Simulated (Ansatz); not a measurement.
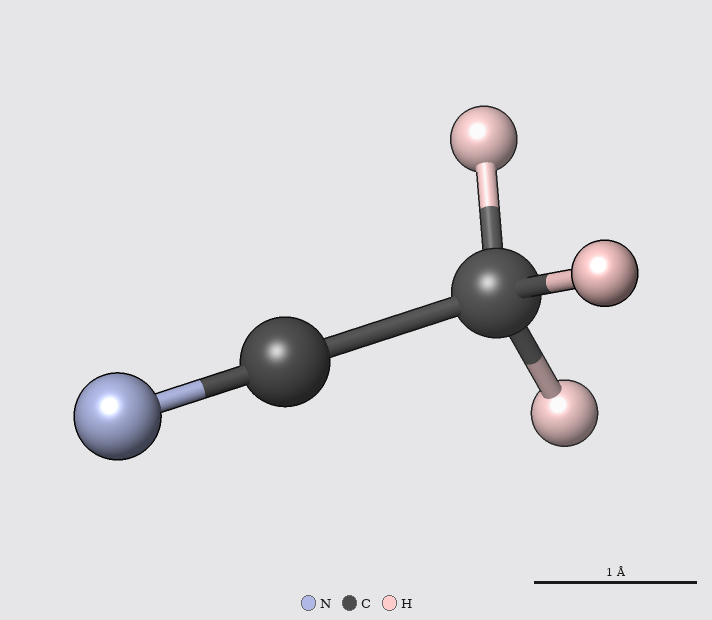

The picture shows a molecular structure as a ball-and-stick model.

Computed geometry: PBE0-D4/def2-TZVP optimisation.

What is the molecular formula?

C2H3N, 6 atoms: 2 carbon, 3 hydrogen and 1 nitrogen.

Give the symmetry (Schoenflies symbol).

C3v.

How many bonds of each kind are drawn?

3 C–H, 1 C–N, 1 C–C. Sticks follow a distance rule.

The parts below concern this one geometry. Atoms keep their numbers from picture to picture.

Geometry

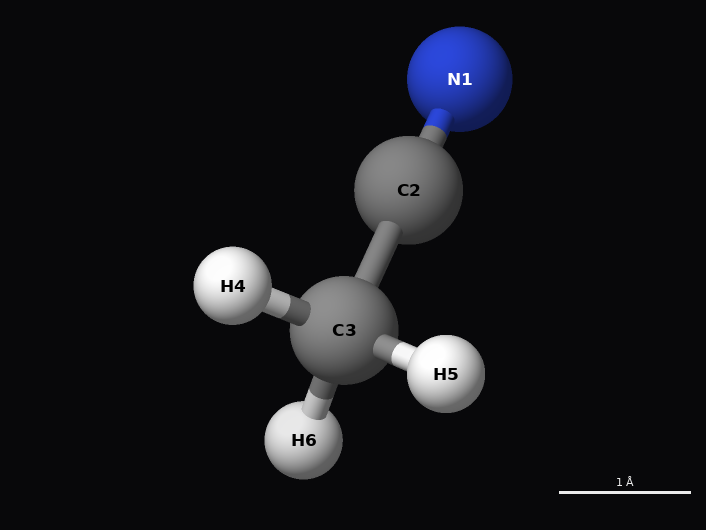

Numbered structure.

Which atoms are bonded, and how long are the bonds?

```
 bond  length (Å)
N1–C2       1.149
C2–C3       1.449
C3–H4       1.091
C3–H5       1.091
C3–H6       1.091
```

Electronic properties

Level of theory: RKS PBE0-D4/def2-TZVP (Ansatz 0.2.0).

Give the dipole moment at this level.

4.02 D.

Give the harmonic zero-point energy at this level.

119.2 kJ/mol.

Charges

The questions are on Mulliken charges. Properties computed with RKS PBE0-D4/def2-TZVP (Ansatz 0.2.0).

List the Mulliken charges.

```tsv
atom	value (e)
N1	−0.01
C2	−0.24
C3	−0.25
H4	0.17
H5	0.17
H6	0.17
```

Thermal motion

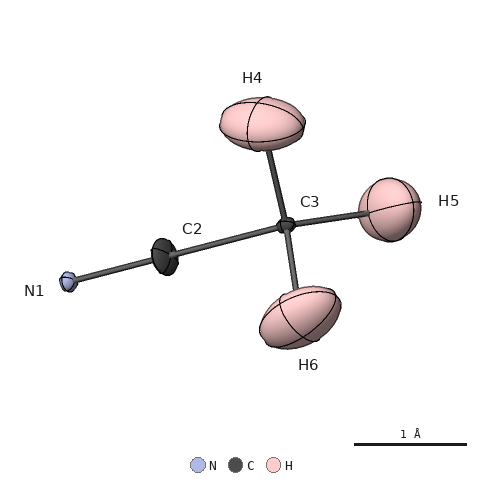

Displacement ellipsoids at the 50 % level, enlarged 2 times, from the internal vibrations of the free molecule (harmonic, no overall translation or rotation; no half-axis is drawn under 0.075 Å). Vibrations computed with RKS PBE0-D4/def2-TZVP (Ansatz 0.2.0). Temperature: 298 K.

Which atom has the largest mean-square displacement?

H4, H5, H6, with U_eq = 0.0106 Å².

Does H6 move more along its bond or across it?

Across it: the root-mean-square amplitude is 0.073 Å along the bond and up to 0.134 Å across, since bending and torsion are softer than stretching.

Give the displacement parameters, one line for each set of equivalent atoms.

```csv
atom,U_eq (Å²),rms amplitudes (Å)
N1,0.00077,"0.023, 0.030, 0.030"
C2,0.0021,"0.022, 0.054, 0.054"
C3,0.00059,"0.021, 0.021, 0.030"
"H4, H5, H6",0.0106,"0.073, 0.091, 0.134"
```

Mulliken values depend strongly on the basis set and can even reverse the polarity of a bond.
